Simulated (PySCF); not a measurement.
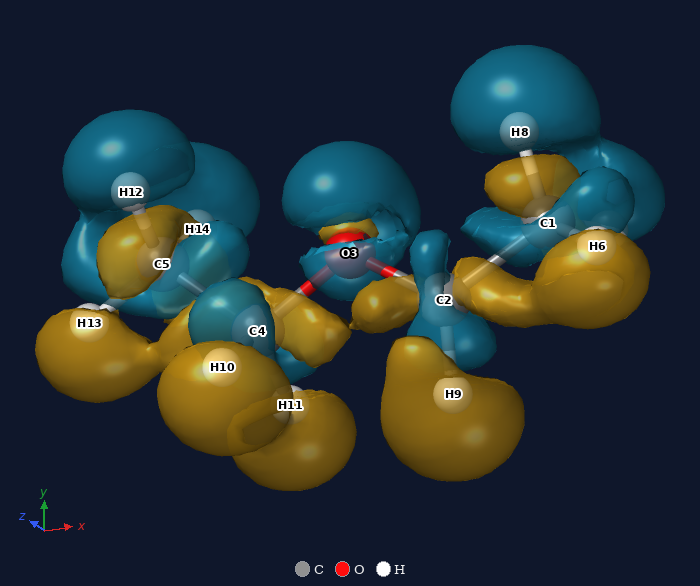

*C4H9O, doublet, SMILES `C[CH]OCC`. Change of the electron density in a uniform field of 0.26 V/Å, surfaces at ±0.0015 e/Å³ (yellow: gain, teal: loss).*

Level of theory: PBE0/def2-SVPD (PySCF), at a geometry from GFN2-xTB. No frequency check shows the geometry to be a minimum. The stability of the open-shell solution wasn't checked. GFN2-xTB doesn't know the spin state, so this open-shell geometry is rough.

Geometry (Å), atoms numbered from 1:

```
C1       2.4363    0.3325   -0.0338
C2       1.1953   -0.4674    0.0828
O3       0.0174    0.2354    0.0558
C4      -1.1596   -0.5336   -0.0026
C5      -2.3535    0.4076   -0.0276
H6       3.2601   -0.1762    0.4647
H7       2.7327    0.4956   -1.0784
H8       2.2816    1.3063    0.4241
H9       1.1671   -1.4985   -0.2379
H10     -1.2146   -1.1981    0.8731
H11     -1.1494   -1.1650   -0.9048
H12     -2.3560    1.0246    0.8667
H13     -3.2759   -0.1646   -0.0711
H14     -2.2955    1.0582   -0.8960
```

The field was applied in both directions; the picture shows the one opposite to the script's first.

Q: Along which Cartesian direction does the field point?

A: Along +y: electrons gather on the −y side, against the field.

Q: How large is the response?

A: The induced dipole is 0.68 D (along the field); α along this axis, from the fields in both directions, is 53 bohr³ (7.9 Å³).
